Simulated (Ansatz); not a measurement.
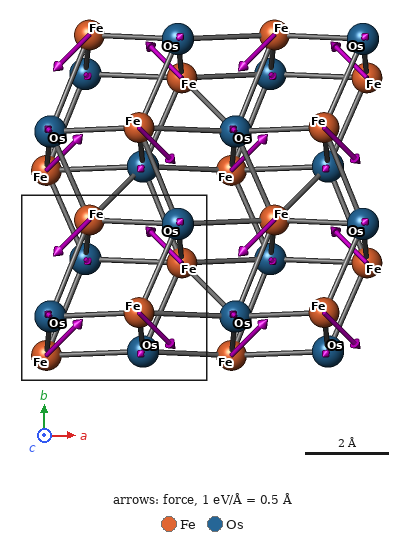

Starting geometry of solid FeOs (built on the FeSi (B20)_198 type) (coarse preliminary run) with the computed forces as purple arrows. Style: ball-and-stick. Shown: the cell of the calculation, repeated 2 × 2 × 1 with one cell outlined, along the c axis.

Case: FeSi (B20) type (P2_13, No. 198).

Theory: DFT PBE, scalar-relativistic, plane waves, PAW in Ansatz 0.2.0. (plane-wave cutoff 420 eV; k-point mesh 4 × 4 × 4; occupations gaussian; smearing width 0.1 eV; collinear spin; cell and atoms relaxed; force threshold 0.04 eV/Å; at most 70 steps)

> Is this structure relaxed? If not, where do the atoms go?

It isn't relaxed: the largest force vector, on Fe atoms, is 3.06 eV/Å. The atoms end up moving mostly along the starting forces (cosine between the two patterns 0.98). The energy falls by 353 meV per atom in 5 accepted moves (7 points after the start). Largest force component: 1.8 eV/Å at the start, 0.00048 eV/Å at the end. The pressure goes from 60.79 to 0.07 GPa. At 2 points the geometry stayed and the basis and grid were re-selected for the new cell (energy shift of 2.6 meV per atom at most each time). The largest moves relative to the cell, 0.12 Å, are those of Fe atoms. By element the largest moves are Fe 0.12 Å, Os 0.04 Å. The drawn cell changes as follows: a = b = c 4.470 → 4.694 Å (+5.0 %); the volume changes by +15.8 %. Among the contacts that change: Fe–Os 2.241 → 2.430 Å, Fe–Os 2.339 → 2.522 Å, Os–Os 2.764 → 2.894 Å, Fe–Os 2.515 → 2.537 Å. The space group stays P2_13 (No. 198).
